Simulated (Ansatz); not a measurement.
```xyz
10

Ga    0.1086    0.3075   -0.0869
H    -0.0072    0.1623    1.4681
Cl    1.8147    1.1936   -1.0358
O    -1.1702   -0.2302   -1.1823
H    -2.0309   -0.4301   -0.8502
O     0.4326   -2.4308    1.0400
Al   -0.5311   -3.6922    0.4278
H     0.1870   -4.7819   -0.4395
H    -2.0773   -3.6735    0.7331
H     0.2381   -1.6901    1.6326
```

Not at a stationary point (largest force 1.7 eV/Å).

Method: Ansatz, RHF/def2-SVP.

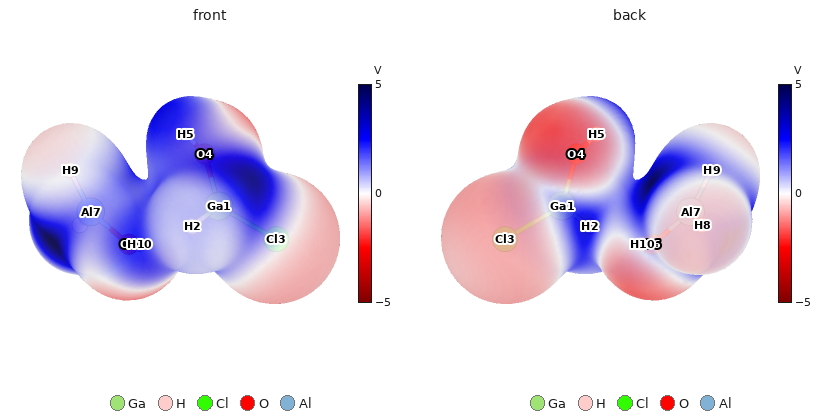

ClGaH$_{2}$O···AlH$_{3}$O. The molecular electrostatic potential painted on the density surface at 0.002 e/bohr³, seen from the front and from behind; the colour scale runs from red (negative) to blue (positive).

Where is the surface potential most negative and most positive?

The most negative region (about −1.8 V, or −42 kcal/mol for a unit charge) lies over O4, the most positive (about +4.7 V, or +108 kcal/mol for a unit charge) over Al7. O4 is the likeliest acceptor of a hydrogen bond.
